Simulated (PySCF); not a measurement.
B(OH)2(SeH), SMILES B(O)(O)[SeH], singlet at its PBE0/def2-SVP optimised geometry (Å):

```
7

B     -0.2265     0.2494     0.0000
O     -0.9381    -0.9106     0.0000
H     -0.4106    -1.7137    -0.0001
O     -0.8784     1.4352     0.0000
H     -1.8351     1.3086    -0.0001
Se     1.7448     0.2494     0.0000
H      1.8351     1.7137     0.0028
```

Calculation: PBE0/def2-TZVP in PySCF. Cells within 0.4 Å of a nucleus heavier than hydrogen are left out (blank, or x).

Map of the deformation density (molecule minus spherical neutral atoms) (e/bohr³) on the plane z = 0.0 Å:

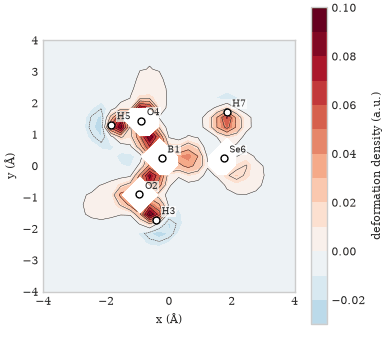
Deformation density (molecule minus spherical neutral atoms) (e/bohr³) on the plane z = 0.0 Å.
